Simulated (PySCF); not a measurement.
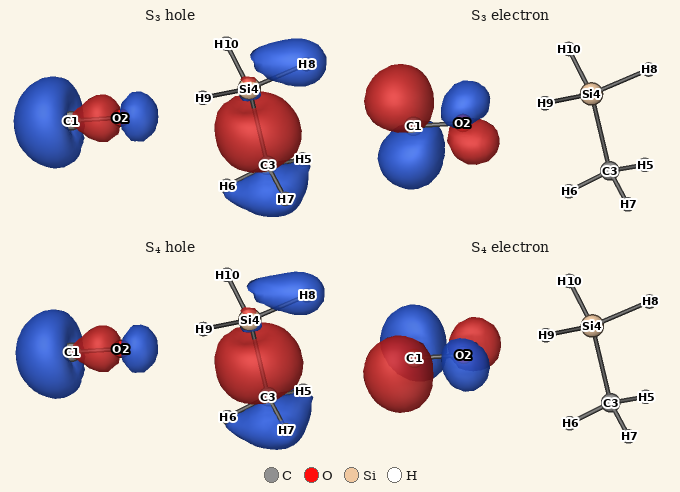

C$_{2}$H$_{6}$OSi, SMILES `[C-]#[O+].C[SiH3]`. Leading natural transition orbitals (TDA singlet states).

Method: CAM-B3LYP/def2-SVP; geometry: GFN2-xTB; program: PySCF. The pair's geometry is semi-empirical, so its contact may be too short or too long. Without diffuse functions Rydberg states are missing, so the states' numbers hold for this basis only.

### Describe these excited states.

By state:
- S₃: 8.78 eV (141 nm), f = 0.017; the leading pair carries 99 %; hole on C1 (32 %), C3 (25 %) and Si4 (18 %), electron on C1 (67 %) and O2 (30 %); their centroids lie 2.1 Å apart; S₂ and S₄ lie within 0.1 eV of it.
- S₄: 8.81 eV (141 nm), f = 0.037, charge transfer; the leading pair carries 100 %; hole on C1 (29 %), C3 (27 %) and Si4 (19 %), electron on C1 (68 %) and O2 (30 %); their centroids lie 2.4 Å apart; S₃ lies within 0.1 eV of it.
